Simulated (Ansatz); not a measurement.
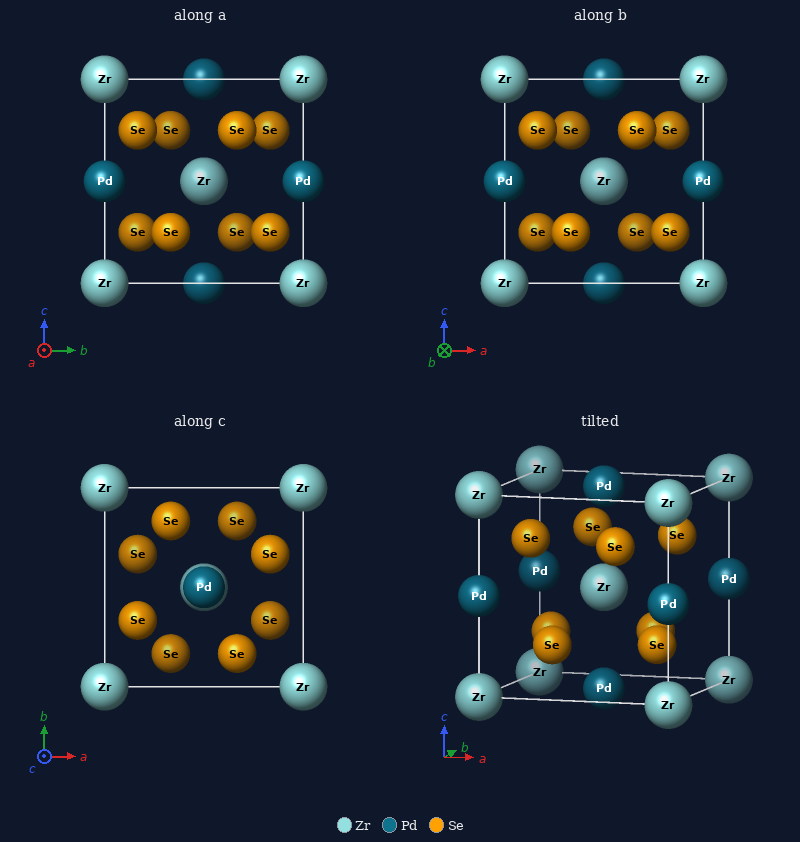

Spheres-only model, viewed along the a axis, along the b axis, along the c axis and slightly off an axis. Lines trace the edges of the conventional unit cell.

Lattice parameters: a = 6.186 Å, b = 6.186 Å, c = 6.344 Å, α = 90.00°, β = 90.00°, γ = 90.00°.

Write down what is shown as a table of Wyckoff sites.

Space group I422 (No. 97).
```
atom  site       x       y       z
  Zr    2a  0.0000  0.0000  0.0000
  Pd    2b  0.0000  0.0000  0.5000
  Se    8j  0.6667  0.1667  0.7500
```

Provenance: a structure type filled with these elements by a generator (whether the compound takes this form wasn't checked). It is drawn as it came out of a relaxation with DFT PBE, scalar-relativistic, plane waves, PAW (Ansatz).
